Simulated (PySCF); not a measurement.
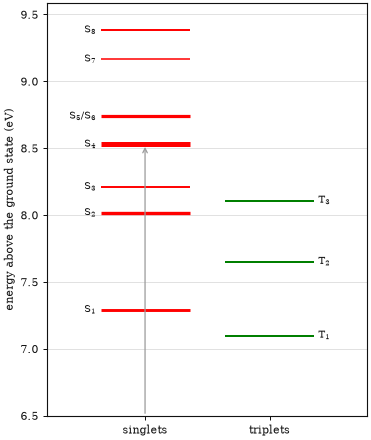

State diagram of C₃H₅F₃O (MeOCH2CF3), SMILES COCC(F)(F)F. Vertical TDDFT excitations, B3LYP/def2-SVPD, PySCF 2.14.0, at a GFN2-xTB geometry (no frequency check), gas phase. Triplets in the Tamm-Dancoff approximation; only the lowest 8 singlets and 3 triplets were computed. Thicker singlet lines are brighter; the arrow marks the brightest. S0, at zero, lies below the range drawn. States within 0.01 eV of each other are merged, with their strengths summed. The highest state may be half of a pair whose partner wasn't computed.

What are the energy, strength and character of the state that the arrow marks?

S4 at 8.53 eV (145 nm), f = 0.035, mainly HOMO → LUMO+3 (77 %).

What character does the calculation give T1?

Mainly HOMO → LUMO (82 %).

What is the vertical gap between S1 and T1?

0.19 eV: S1 at 7.29 eV, T1 at 7.10 eV.

Known limits of this run: states above the negative HOMO energy depend on the basis; the tight-binding geometry is rougher than a DFT one and adds to the error; one conformer of a flexible molecule; core orbitals are frozen in the response.
